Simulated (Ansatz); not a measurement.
# How strongly the parts of twisted Ti3C2O2 MXene bilayer, 46.83° (266 atoms) bind, part 2 of 3

Aim: the interaction energy between the two parts of twisted Ti3C2O2 MXene bilayer, 46.83° (266 atoms) and its distance dependence.

Ansatz 0.2.0; Kohn-Sham DFT, PBE+D3(BJ), PAW (set soft_2), plane waves.

The cell: 114 Ti, 76 C and 76 O. The main run has no spin polarisation.

So far. Step 2 (Single point at the start): The r.m.s. force at the start is 0.27 eV/Å. Step 3 (Relaxation): The relaxation converged after 4 steps, 1.30 eV below its start, with a largest force component of 0.034 eV/Å.

## (4) Single point at the relaxed geometry

The electronic structure is read at the final geometry, in a run of its own.

Input file input.yaml:

```yaml
crystal:
  lattice:
    - [13.2511, 0.0, 0.0]
    - [-6.62555, 11.47579, 0.0]
    - [0.0, 0.0, 28.52]
  atoms:
    - { symbol: Ti, position: [0.05275, 0.63162, 0.33299] }
    - { symbol: C, position: [0.17573, 0.77198, 0.3764] }
    - { symbol: C, position: [0.19303, 0.6492, 0.28943] }
    - { symbol: Ti, position: [0.19303, 0.64921, 0.4222] }
    - { symbol: Ti, position: [0.17555, 0.77188, 0.24366] }
    - { symbol: O, position: [0.05298, 0.63152, 0.45375] }
    [... 254 atom lines left out ...]
    - { symbol: C, position: [0.32991, 0.70625, 0.71054] }
    - { symbol: C, position: [0.34723, 0.8463, 0.62356] }
    - { symbol: Ti, position: [0.34736, 0.84652, 0.75631] }
    - { symbol: Ti, position: [0.32979, 0.70609, 0.57775] }
    - { symbol: O, position: [0.4702, 0.82899, 0.78789] }
    - { symbol: O, position: [0.46991, 0.8286, 0.54616] }
kpoints:
  mp_grid: { grid: [3, 3, 1] }
hamiltonian:
  xc: pbe
  dispersion: d3bj
scf:
  occupations: { method: gaussian, width: 0.05 }
output:
  forces: true
  populations: true
  dos:
    method: { smearing: { sigma: 0.1 } }
    de: 0.1
    projected: { site_lists: { C: [C], O: [O], Ti: [Ti] } }
  eigenvalues: true
  write_density: true
  write_potential: true
  volumetric_format: npy
  elf: true
```

Launch:

```sh
> ansatz run input.yaml --threads 5 --pin off --max-ram 81920MiB --backend cuda --events-out ev --progress --plain --runs-dir out
```

Numbers of over 12 decimals in the logs are rounded to 6 here.

The log of the run:

```text
[...]
GPU FFT provider: cuFFT
GPU libraries: cuBLAS 13.8.2, cuFFT 12.4.0, cuSOLVER 12.3.4
Crystal: 266 atoms, lattice volume = 4336.946 Å³
Basis set: ecut = 420 eV, 84779 PW (Γ), exchange–correlation on 180×180×384 points (8 copies of the dense FFT grid, shifted against one another)
Bands: 1330, of which v1, the nominal top of the filled ones, is band 1064 counted from 1 (1063 counted from 0)
Symmetry: 1 space group operations
[...]
k-points: 5 of 9 (time reversal used)
[...]
GPU buffer pool allocated for 1555200 grid points (all kernels)
[...]
SCF iter   1: F=—  HF=-347501.853581 eV  |F-HF|=—  |Δ(HF+E_count)|=         —  Δρ=6.87e-3  dr2=8.10e0  ethr=1.77e-3  ⟨swp⟩=6.0  Hψ=27652  notcnv=0  defer=498
[...]
SCF iter  10: F=-347501.146441 eV  HF=-347501.146441 eV  |F-HF|=1.53e-7  |Δ(HF+E_count)|=   9.47e-7  Δρ=8.31e-7  dr2=1.80e-8  ethr=4.70e-12  ⟨swp⟩=23.0  Hψ=70946  notcnv=0
SCF 1 converged in 10 iterations: F = -347501.146441 eV  dr2 = 1.80e-8
[...]
WARN: The output density's exchange-correlation potential varies sharply where the density is thin. Do not read a vacuum level from v_tot or v_xc, or from such a field of the output density. On a cell that repeats whose density bears no net charge and no dipole along the vacuum's axis use v_es (v_loc + v_h of the components); [...]
SCF converged after 10 iterations
Free energy (F): -347501.146441 eV
[...]
Internal energy: -347501.086036 eV  (E = F + TS)
E sigma→0 (E₀):  -347501.116238 eV
Entropy (-TS):   -0.060405 eV (-0.227 meV/atom)
Fermi energy:    6.025533 eV
[...]
--- Forces (eV/Å), atoms counted from 1 ---
  atom   1  Ti    -0.00272858    -0.00361202    -0.00193892
  atom   2  C      0.00103979     0.00708237    -0.00460376
  atom   3  C      0.00608212     0.01089025     0.00342101
  atom   4  Ti     0.00389796    -0.00300654     0.00926973
  atom   5  Ti    -0.00920855    -0.00622611     0.01104760
  atom   6  O     -0.00486358     0.00818185    -0.00222249
  atom   7  O      0.00365329     0.02119338    -0.00826793
  atom   8  Ti     0.00146881     0.00067718     0.00645940
  atom   9  C     -0.00195242     0.00074698     0.00268153
  atom  10  C      0.00061545     0.00309402     0.00696647
  atom  11  Ti    -0.00489489    -0.00465814     0.00085784
  atom  12  Ti     0.00232659    -0.00019757     0.01924432
  atom  13  O     -0.00214413    -0.00335365     0.00436963
  atom  14  O      0.00620602    -0.00216657    -0.02208558
[...]
atom 265  O     -0.00870714     0.00067602     0.00505754
  atom 266  O     -0.00180686     0.00735544    -0.00519838
  max |Σ_I F_I| component: 3.23e-7 eV/Å
--- Band table (eV; the first three rows and the last of 5) ---
[...]
--- Löwdin populations: 266 sites ---
  site symbol       q [e]
     0     Ti     11.1400
     1      C      4.8481
     2      C      4.8504
[...]
265      O      6.6057
  spilling = 0.003349 (of n_electrons = 2128.000000)
```

Elapsed: 57 s, on 1 × NVIDIA H100 80GB HBM3 with 5 threads of AMD EPYC 7R13 (Zen 3), shared host; peak memory 14 GiB.

The program notes that the exchange-correlation potential is rough where the density is thin.

Read from the output:

* free energy: -347501.1464 eV
* free energy per atom: -1306.3953 eV/atom
* SCF cycles: 10
* r.m.s. force component: 0.0081 eV/Å
* longest force: 0.04037 eV/Å
* Fermi energy: 6.026 eV
* levels partly filled by over 2 per cent: 13
* potential in mid-vacuum, over the Fermi level: 5.895 eV
* potential 4.5 Å over the upper face: 5.895 eV
* potential 4.5 Å under the lower face: 5.895 eV
* spilling of the projection: 0.003349

Löwdin charges by element (they lack the spilled electrons, 0.027 e an atom on average):

```csv
element,coordination,atoms,mean charge (e),spread,least,most
C,all,76,-0.849,0.0013,-0.851,-0.847
O,all,76,-0.605,0.0022,-0.607,-0.599
Ti,all,114,1.03,0.122,0.860,1.12
```

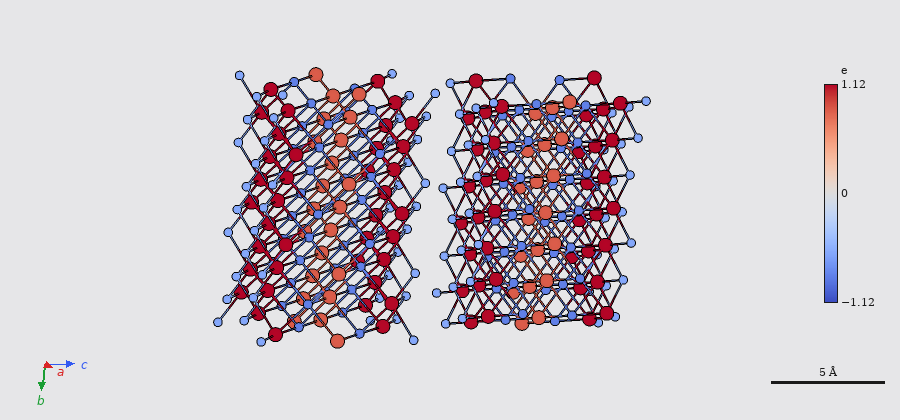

Atoms coloured by Löwdin charge. Bonds to atoms that aren't drawn are left out. Some periodic images of atoms are drawn too.

By region:

```csv
region,atoms,mean length of the force (eV/Å)
layer 1,133,0.012
layer 2,133,0.013
```

Density of states as counts of states in windows of 1 eV (from the Fermi level), total and the larger projections:

```csv
from (eV),to (eV),total,Ti d,O p,C p,C s
-14,-12,0.0,0.0,0.0,0.0,0.0
-12,-11,17.0,0.5,0.1,0.3,7.5
-11,-10,62.1,9.1,0.7,1.4,37.4
-10,-9,73.0,15.6,0.5,0.7,50.2
-9,-7,0.0,0.0,0.0,0.0,0.0
-7,-6,7.8,2.0,2.9,1.7,0.1
-6,-5,153.2,37.3,86.9,16.2,1.5
-5,-4,295.9,66.6,173.8,39.5,2.9
-4,-3,130.8,39.8,38.7,45.0,1.4
-3,-2,185.2,67.9,33.3,77.6,1.3
-2,-1,109.3,34.4,18.3,53.1,0.6
-1,0,31.0,12.2,5.3,12.6,0.1
0,1,61.3,45.4,7.9,6.6,0.3
1,2,177.6,151.2,11.6,10.9,1.2
```

Between -26 and -14 eV lie 152 more states.

The stored curve holds about 1217 of the 2128 electrons; the rest, give or take the few that broadening carries across the Fermi level, lie in deeper levels below its range.

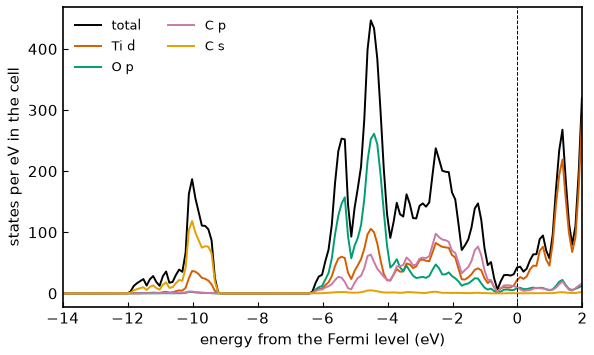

Total and projected density of states, with the broadening of the input.

The levels nearest the highest filled one (over half full), pooled over k-points and spins:

```csv
level less the highest filled one (eV),occupation
-0.0134,1.32
-0.0132,1.32
-0.0131,1.32
-3.0e-4,1.04
0,1.03
0,1.03
0.0427,0.242
0.0952,0.008
0.0958,0.008
0.0962,0.007
0.104,0.004
0.104,0.004
```

Planar average of the electrostatic potential energy along the normal, with the Fermi level as zero, after a running mean with a triangular window 4 Å wide at its base:

```csv
height (Å),potential energy (eV)
0.0,5.90
1.2,5.90
2.2,5.89
3.4,5.83
4.6,3.71
5.6,-2.42
6.8,-8.55
7.9,-8.98
9.1,-8.75
10.2,-8.68
11.3,-9.08
12.5,-7.56
13.7,-0.98
14.7,-0.37
15.9,-6.91
17.1,-9.13
18.1,-8.70
19.3,-8.80
20.5,-8.93
21.5,-8.84
22.7,-3.45
23.8,3.07
25.0,5.78
26.1,5.89
27.2,5.89
28.4,5.89
```

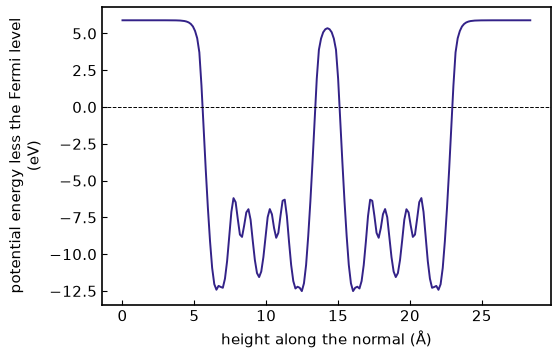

Planar average of the electrostatic potential energy; the dashed line is the Fermi level.

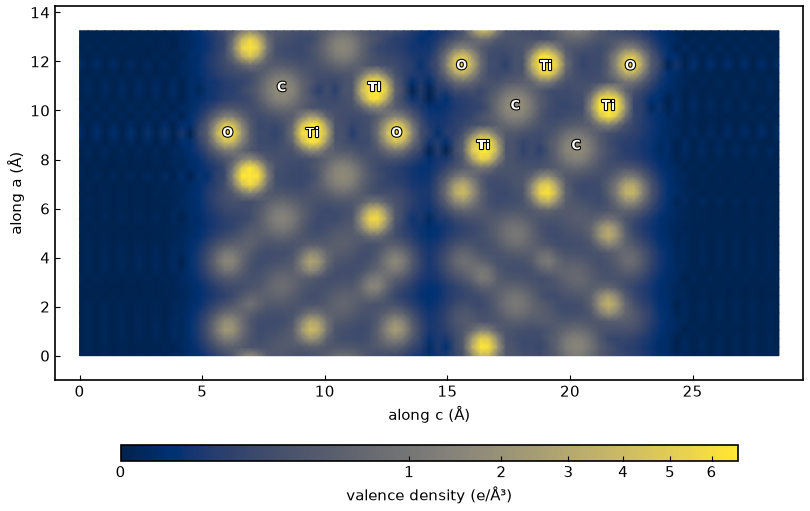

Valence density in the ca plane at fractional y = 0.215, with atoms of Ti and C and O within 0.2 Å of it. It is the smooth field of the valence electrons, not physical close to the nuclei. The colour scale is stretched toward low values.

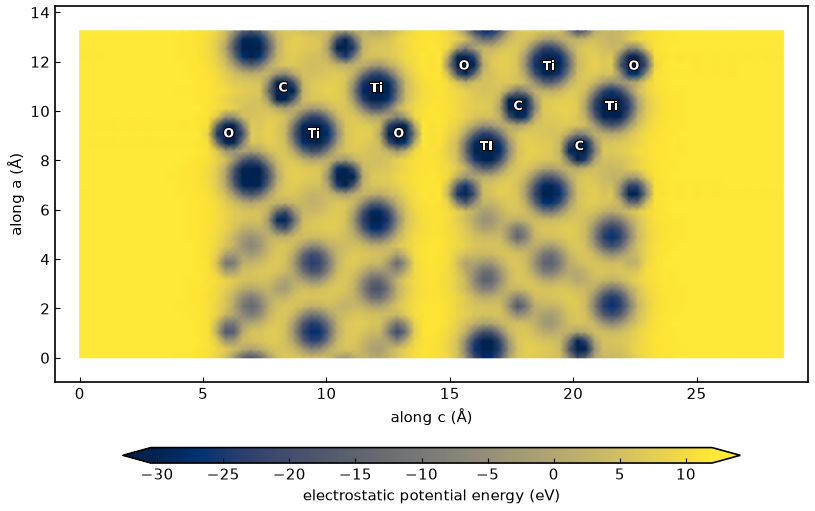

Electrostatic potential energy in the ca plane at fractional y = 0.215, with atoms of Ti and C and O within 0.2 Å of it. With pseudopotentials it is smooth inside the atoms' cores, unlike the true potential.

13 levels are partly filled, by over 2 % (on the run's k-points): no clear gap opens at this level. Levels of broken or missing bonds inside a gap of the host would look the same. Mean Löwdin charges: C -0.85, O -0.60, Ti +1.03 e (they miss 0.33 % of the electrons, so they add up to more than the cell's charge). The potential stands 5.89 eV above the Fermi level over the upper face and 5.90 eV under the lower one, a reading of the work function, with no dipole correction.

## (5) The lower part alone

The lower part (layer 1) is solved alone, atoms held, in the same cell.

Input file input.yaml:

```yaml
crystal:
  lattice:
    - [13.2511, 0.0, 0.0]
    - [-6.62555, 11.47579, 0.0]
    - [0.0, 0.0, 28.52]
  atoms:
    - { symbol: Ti, position: [0.05275, 0.63162, 0.33299] }
    - { symbol: C, position: [0.17573, 0.77198, 0.3764] }
    - { symbol: C, position: [0.19303, 0.6492, 0.28943] }
    - { symbol: Ti, position: [0.19303, 0.64921, 0.4222] }
    - { symbol: Ti, position: [0.17555, 0.77188, 0.24366] }
    - { symbol: O, position: [0.05298, 0.63152, 0.45375] }
    [... 121 atom lines left out ...]
    - { symbol: C, position: [0.0701, 0.50881, 0.37645] }
    - { symbol: C, position: [0.08768, 0.38603, 0.2894] }
    - { symbol: Ti, position: [0.08727, 0.38567, 0.422] }
    - { symbol: Ti, position: [0.07021, 0.50883, 0.24373] }
    - { symbol: O, position: [0.94687, 0.36796, 0.45369] }
    - { symbol: O, position: [0.94727, 0.36846, 0.21212] }
kpoints:
  mp_grid: { grid: [3, 3, 1] }
hamiltonian:
  xc: pbe
  dispersion: d3bj
scf:
  occupations: { method: gaussian, width: 0.05 }
output:
  forces: true
  eigenvalues: true
  write_density: true
  write_potential: true
  volumetric_format: npy
```

The log of the run:

```text
[...]
GPU FFT provider: cuFFT
GPU libraries: cuBLAS 13.8.2, cuFFT 12.4.0, cuSOLVER 12.3.4
Crystal: 133 atoms, lattice volume = 4336.946 Å³
Basis set: ecut = 420 eV, 84779 PW (Γ), exchange–correlation on 180×180×384 points (8 copies of the dense FFT grid, shifted against one another)
Bands: 665, of which v1, the nominal top of the filled ones, is band 532 counted from 1 (531 counted from 0)
Symmetry: 1 space group operations
[...]
k-points: 5 of 9 (time reversal used)
[...]
GPU buffer pool allocated for 1555200 grid points (all kernels)
[...]
SCF iter   1: F=—  HF=-173748.357581 eV  |F-HF|=—  |Δ(HF+E_count)|=         —  Δρ=5.03e-3  dr2=4.32e0  ethr=1.77e-3  ⟨swp⟩=6.0  Hψ=14145  notcnv=0  defer=179
[...]
SCF iter   8: F=—  HF=-173747.935325 eV  |F-HF|=—  |Δ(HF+E_count)|=   7.03e-6  Δρ=4.17e-6  dr2=1.28e-6  ethr=9.57e-10  ⟨swp⟩=2.6  Hψ=4216  notcnv=0  defer=600
SCF iter   9: F=-173747.935327 eV  HF=-173747.935327 eV  |F-HF|=1.57e-7  |Δ(HF+E_count)|=   1.66e-6  Δρ=7.46e-7  dr2=3.08e-8  ethr=9.40e-12  ⟨swp⟩=22.2  Hψ=33437  notcnv=0
SCF 1 converged in 9 iterations: F = -173747.935327 eV  dr2 = 3.08e-8
[...]
SCF converged after 9 iterations
Free energy (F): -173747.935327 eV
[...]
Internal energy: -173747.905769 eV  (E = F + TS)
E sigma→0 (E₀):  -173747.920548 eV
Entropy (-TS):   -0.029559 eV (-0.222 meV/atom)
Fermi energy:    0.054076 eV
[...]
Σ components = -173747.935327   (vs F -173747.935327, Δ=0.00e0)
--- Forces (eV/Å), atoms counted from 1 ---
  atom   1  Ti    -0.00351729    -0.00462411    -0.01959312
  atom   2  C      0.00098212     0.00820278    -0.01667611
  atom   3  C      0.00696597     0.01137218    -0.00810915
  atom   4  Ti     0.00002716    -0.00566643    -0.04772672
[...]
atom 133  O      0.01415798     0.00193102     0.00192151
  max |Σ_I F_I| component: 2.93e-5 eV/Å
--- Band table (eV; the first three rows and the last of 5) ---
[...]
```

It took 27 s on 1 × NVIDIA H100 80GB HBM3 with 5 threads; peak memory 2.1 GiB.

## (6) The upper part alone

The upper part (layer 2) is solved alone in the same way.

input.yaml, the sections that differ from step 5:

```yaml
crystal:
  lattice:
    - [13.2511, 0.0, 0.0]
    - [-6.62555, 11.47579, 0.0]
    - [0.0, 0.0, 28.52]
  atoms:
    - { symbol: Ti, position: [0.25968, 0.14484, 0.66734] }
    - { symbol: C, position: [0.11916, 0.02197, 0.71073] }
    - { symbol: C, position: [0.13694, 0.16258, 0.62398] }
    - { symbol: Ti, position: [0.13687, 0.16248, 0.75652] }
    - { symbol: Ti, position: [0.11899, 0.02217, 0.5785] }
    - { symbol: O, position: [0.2597, 0.14484, 0.78798] }
    [... 121 atom lines left out ...]
    - { symbol: C, position: [0.32991, 0.70625, 0.71054] }
    - { symbol: C, position: [0.34723, 0.8463, 0.62356] }
    - { symbol: Ti, position: [0.34736, 0.84652, 0.75631] }
    - { symbol: Ti, position: [0.32979, 0.70609, 0.57775] }
    - { symbol: O, position: [0.4702, 0.82899, 0.78789] }
    - { symbol: O, position: [0.46991, 0.8286, 0.54616] }
# kpoints, hamiltonian, scf, output: as in step 5
```

The log of the run:

```text
[...]
GPU FFT provider: cuFFT
GPU libraries: cuBLAS 13.8.2, cuFFT 12.4.0, cuSOLVER 12.3.4
Crystal: 133 atoms, lattice volume = 4336.946 Å³
Basis set: ecut = 420 eV, 84779 PW (Γ), exchange–correlation on 180×180×384 points (8 copies of the dense FFT grid, shifted against one another)
Bands: 665, of which v1, the nominal top of the filled ones, is band 532 counted from 1 (531 counted from 0)
Symmetry: 1 space group operations
[...]
k-points: 5 of 9 (time reversal used)
[...]
GPU buffer pool allocated for 1555200 grid points (all kernels)
[...]
SCF iter   1: F=—  HF=-173748.357292 eV  |F-HF|=—  |Δ(HF+E_count)|=         —  Δρ=5.03e-3  dr2=4.32e0  ethr=1.77e-3  ⟨swp⟩=6.2  Hψ=14151  notcnv=0  defer=179
[...]
SCF iter   9: F=—  HF=-173747.934823 eV  |F-HF|=—  |Δ(HF+E_count)|=   1.85e-6  Δρ=1.26e-6  dr2=1.17e-7  ethr=9.40e-12  ⟨swp⟩=22.8  Hψ=34839  notcnv=0
SCF iter  10: F=-173747.934823 eV  HF=-173747.934823 eV  |F-HF|=1.41e-8  |Δ(HF+E_count)|=   2.29e-7  Δρ=2.56e-7  dr2=2.69e-9  ethr=9.40e-12  ⟨swp⟩=12.0  Hψ=23936  notcnv=0
SCF 1 converged in 10 iterations: F = -173747.934823 eV  dr2 = 2.69e-9
[...]
SCF converged after 10 iterations
Free energy (F): -173747.934823 eV
[...]
Internal energy: -173747.905303 eV  (E = F + TS)
E sigma→0 (E₀):  -173747.920063 eV
Entropy (-TS):   -0.029520 eV (-0.222 meV/atom)
Fermi energy:    0.055069 eV
[...]
Σ components = -173747.934823   (vs F -173747.934823, Δ=0.00e0)
--- Forces (eV/Å), atoms counted from 1 ---
  atom   1  Ti     0.00080378    -0.00109351     0.02864167
  atom   2  C      0.00573043     0.00832740     0.02103896
  atom   3  C     -0.00270620     0.00101666     0.01118380
  atom   4  Ti    -0.00704967    -0.00585639    -0.01937100
[...]
atom 133  O      0.00156513     0.03288451    -0.02056748
  max |Σ_I F_I| component: 1.12e-5 eV/Å
--- Band table (eV; the first three rows and the last of 5) ---
[...]
```

Elapsed: 28 s, on 1 × NVIDIA H100 80GB HBM3 with 5 threads; peak memory 2.1 GiB.

The whole (-347501.146 eV) less the lower (-173747.935 eV) and the upper part (-173747.935 eV) leaves -5.276 eV.

## (7) Upper part moved by +0.3 Å

Moving the upper part rigidly maps the well in which it sits.

Input file input.yaml:

```yaml
crystal:
  lattice:
    - [13.2511, 0.0, 0.0]
    - [-6.62555, 11.47579, 0.0]
    - [0.0, 0.0, 28.52]
  atoms:
    - { symbol: Ti, position: [0.05275, 0.63162, 0.33299] }
    - { symbol: C, position: [0.17573, 0.77198, 0.3764] }
    - { symbol: C, position: [0.19303, 0.6492, 0.28943] }
    - { symbol: Ti, position: [0.19303, 0.64921, 0.4222] }
    - { symbol: Ti, position: [0.17555, 0.77188, 0.24366] }
    - { symbol: O, position: [0.05298, 0.63152, 0.45375] }
    [... 254 atom lines left out ...]
    - { symbol: C, position: [0.32991, 0.70625, 0.72106] }
    - { symbol: C, position: [0.34723, 0.8463, 0.63408] }
    - { symbol: Ti, position: [0.34736, 0.84652, 0.76683] }
    - { symbol: Ti, position: [0.32979, 0.70609, 0.58827] }
    - { symbol: O, position: [0.4702, 0.82899, 0.79841] }
    - { symbol: O, position: [0.46991, 0.8286, 0.55668] }
kpoints:
  mp_grid: { grid: [3, 3, 1] }
hamiltonian:
  xc: pbe
  dispersion: d3bj
scf:
  occupations: { method: gaussian, width: 0.05 }
output:
  forces: true
  eigenvalues: true
```

The log of the run:

```text
[...]
GPU FFT provider: cuFFT
GPU libraries: cuBLAS 13.8.2, cuFFT 12.4.0, cuSOLVER 12.3.4
Crystal: 266 atoms, lattice volume = 4336.946 Å³
Basis set: ecut = 420 eV, 84779 PW (Γ), exchange–correlation on 180×180×384 points (8 copies of the dense FFT grid, shifted against one another)
Bands: 1330, of which v1, the nominal top of the filled ones, is band 1064 counted from 1 (1063 counted from 0)
Symmetry: 1 space group operations
[...]
k-points: 5 of 9 (time reversal used)
[...]
GPU buffer pool allocated for 1555200 grid points (all kernels)
[...]
SCF iter   1: F=—  HF=-347501.554979 eV  |F-HF|=—  |Δ(HF+E_count)|=         —  Δρ=6.97e-3  dr2=8.49e0  ethr=1.77e-3  ⟨swp⟩=6.0  Hψ=27774  notcnv=0  defer=460
[...]
SCF iter  10: F=-347500.784163 eV  HF=-347500.784163 eV  |F-HF|=4.19e-9  |Δ(HF+E_count)|=   8.56e-7  Δρ=8.24e-7  dr2=2.71e-8  ethr=4.70e-12  ⟨swp⟩=15.0  Hψ=32866  notcnv=0
SCF 1 converged in 10 iterations: F = -347500.784163 eV  dr2 = 2.71e-8
[...]
SCF converged after 10 iterations
Free energy (F): -347500.784163 eV
[...]
Internal energy: -347500.720105 eV  (E = F + TS)
E sigma→0 (E₀):  -347500.752134 eV
Entropy (-TS):   -0.064058 eV (-0.241 meV/atom)
Fermi energy:    6.016114 eV
[...]
--- Forces (eV/Å), atoms counted from 1 ---
  atom   1  Ti    -0.00316889    -0.00387572    -0.00522871
  atom   2  C      0.00103585     0.00738708    -0.00913711
  atom   3  C      0.00653585     0.01095173    -0.00040802
  atom   4  Ti     0.00212897    -0.00297193     0.02723771
  atom   5  Ti    -0.00911300    -0.00607735     0.00560972
  atom   6  O     -0.02278330     0.01567206     0.05191508
  atom   7  O      0.00364465     0.02131054    -0.00631350
  atom   8  Ti     0.00202554     0.00053367     0.00361410
  atom   9  C     -0.00307466    -0.00019714    -0.00319210
  atom  10  C      0.00076818     0.00267605     0.00270211
  atom  11  Ti    -0.00792340     0.00036384     0.03284549
  atom  12  Ti     0.00216290     0.00002463     0.01409867
  atom  13  O     -0.04567482    -0.01373818     0.11623647
  atom  14  O      0.00618723    -0.00208961    -0.02037058
[...]
atom 265  O     -0.00881199     0.00068183     0.00292386
  atom 266  O      0.00048266     0.02270719    -0.04773898
  max |Σ_I F_I| component: 4.45e-6 eV/Å
--- Band table (eV; the first three rows and the last of 5) ---
[...]
```

It took 23 s on 1 × NVIDIA H100 80GB HBM3 with 5 threads; peak memory 2.2 GiB.

Upper part moved by +0.3 Å: the energy stands 0.362 eV above that of the reference.

## (8) Upper part moved by -0.3 Å

Another point of the curve.

Input and log are left out; they have the form of those shown for this kind of step.

It took 28 s on 1 × NVIDIA H100 80GB HBM3 with 5 threads of AMD EPYC 7R13 (Zen 3), shared host; peak memory 4.1 GiB; 34 s of CPU time.

Upper part moved by -0.3 Å: the energy stands 0.712 eV above that of the reference.

(Part 2 of 3 ends here.)

[Logs are printed without paths, hosts, clocks, repeated set-up lines and the standing remarks that a program may print on its own settings, such as how far it seeks lower states.]

[Hosts, paths, dates, database ids (printed as entryN), source tags and the programs' standing remarks are cut or masked in the printed files.]
